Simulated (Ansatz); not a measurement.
# H2Si···H2O: what the fields show

```xyz
6

Si    0.0035    0.1076   -0.7488
O     0.9829    0.1887    1.1041
H     0.4362   -0.2300    1.7848
H     1.7936   -0.3373    1.0543
H    -1.0136    1.1029   -0.1696
H    -0.7821   -1.1133   -0.2062
```

All numbers below come from RKS PBE0/cc-pVDZ (Ansatz).

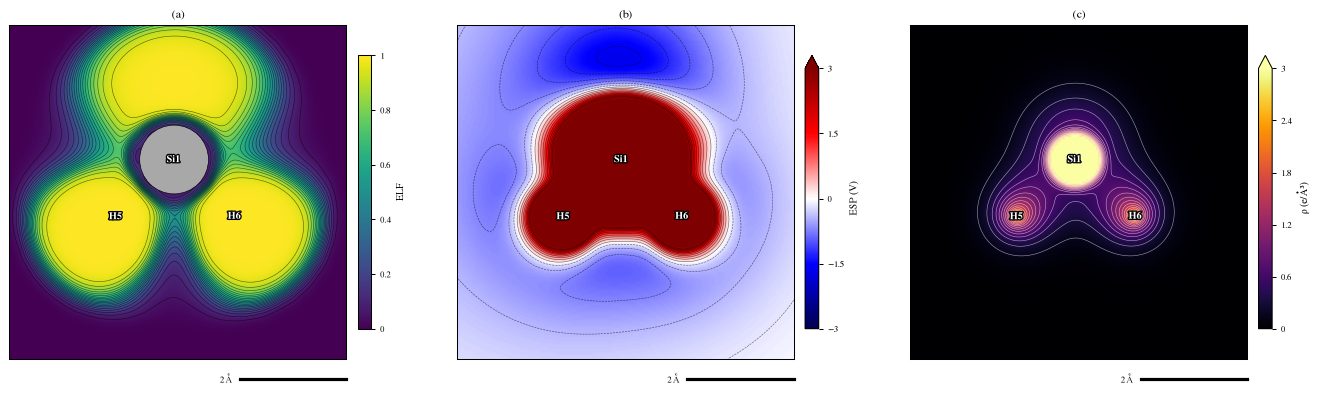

Figure 1. (a) electron localisation function; (b) electrostatic potential; (c) total electron density on the plane of atoms H5, Si1 and H6. Grey discs cover the atomic cores in the ELF map.

### Describe what can be read from this map.

- The plane passes through Si and H nuclei.
- Si–H (1.54 Å): ρ at the midpoint is about 0.69 e/Å³; the ELF climbs to about 1 towards the hydrogen, as it does in any bond to H.
- Outside the dense part of the complex the potential is most negative (−1.7 V) near Si1.

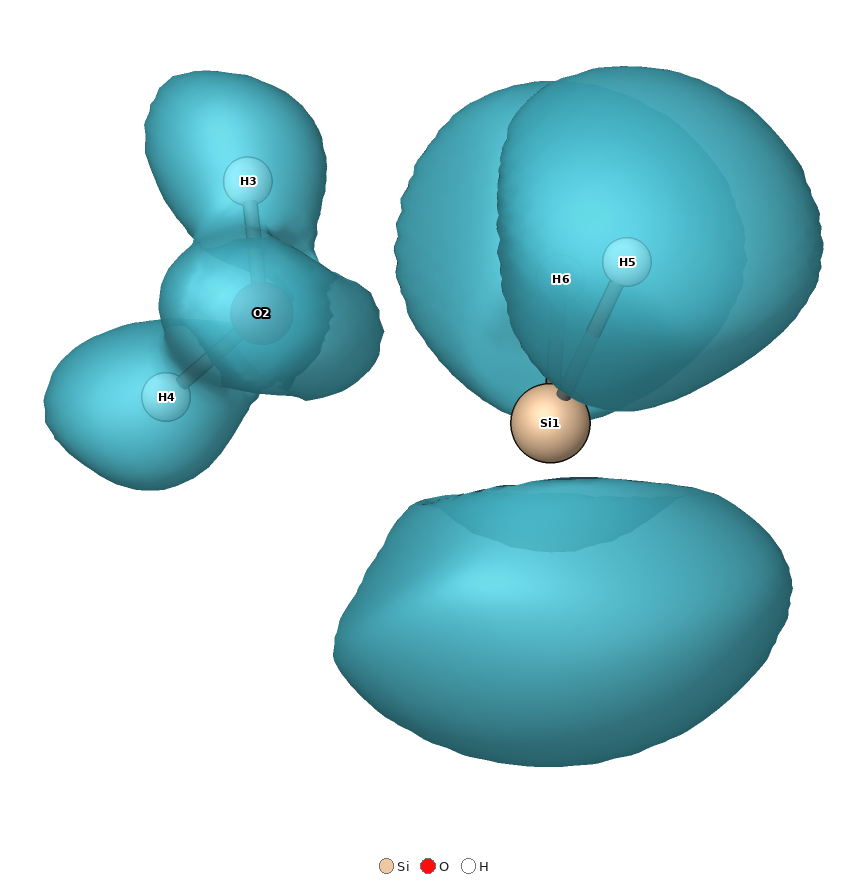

Figure 2. Isosurface of the electron localisation function at 0.8 (cyan), seen from one side. Only the valence region is drawn (cores and ρ < 0.01 e/Å³ removed).

### Describe the localisation domains.

The surface consists of two regions around hydrogen nuclei, one lobe on Si, pointing away from the bonds (lone pairs) and one joined region spread over several atoms (H, O), in which their bonds and any lone pairs are merged. Along the contacts the grid gives the following. Si1···O2 (2.10 Å): the ELF peaks at about 0.90 in the valence shell of O, 0.6 Å from its nucleus, and is about 0.45 at the midpoint. O–H (0.97 Å): the ELF climbs to about 1 towards the hydrogen: a covalent bond by its length.

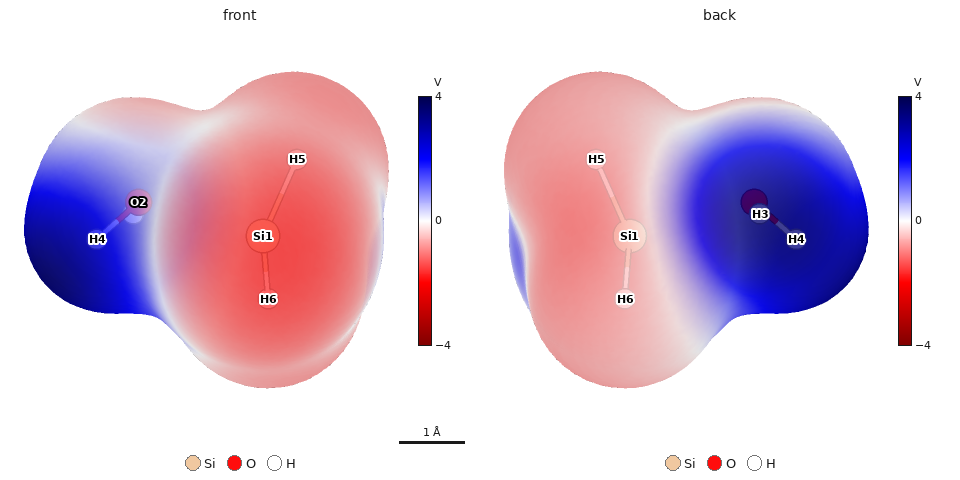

Figure 3. The molecular electrostatic potential painted on the density surface at 0.002 e/bohr³, seen from the front and from behind; the colour scale runs from red (negative) to blue (positive).

### Where is the surface potential most negative and most positive?

The most negative region (about −1.6 V) lies over Si1, the most positive (about +3.6 V) over H3 and H4.
